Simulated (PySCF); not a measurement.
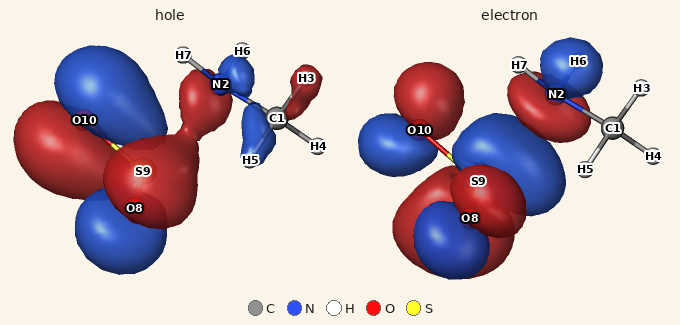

Figure. CH5NO2S, SMILES `CN.O=S=O`. Leading natural transition orbital pair of S₃ (TDA singlet states); the surfaces enclose about 85 % of each orbital's density.

PySCF calculation, M06-2X/def2-SVP, gas phase; geometry: GFN2-xTB. The pair's geometry is semi-empirical, so its contact may be too short or too long. GFN2-xTB bond lengths at metals and heavier atoms can be off by up to 0.1 Å and shapes distorted, which carries into these values. Without diffuse functions Rydberg states are missing, so the states' numbers hold for this basis only.

Coordinates in Å:

```
C1      -2.2016   -0.2238    0.0425
N2      -1.1546    0.7739   -0.1105
H3      -3.1312    0.0517   -0.4617
H4      -2.4032   -0.3697    1.1019
H5      -1.8305   -1.1595   -0.3745
H6      -1.3579    1.6380    0.3811
H7      -0.9753    0.9804   -1.0888
O8       0.6081   -1.3276   -0.3650
S9       0.8292   -0.1124    0.3872
O10      1.6073    0.9005   -0.2893
```

> Where does the state lie, and where do hole and electron sit?

7.16 eV (173 nm), f = 0.068; the leading pair carries 81 %; hole on O10 (48 %), O8 (30 %) and S9 (15 %), electron on S9 (53 %), O8 and O10 (18 % each) and N2 (8 %) (shares are of the whole state, not of the leading pair alone); their centroids lie 0.5 Å apart. In canonical orbitals it is mainly HOMO−2 → LUMO (51 %). The HOMO–LUMO gap is 8.66 eV.
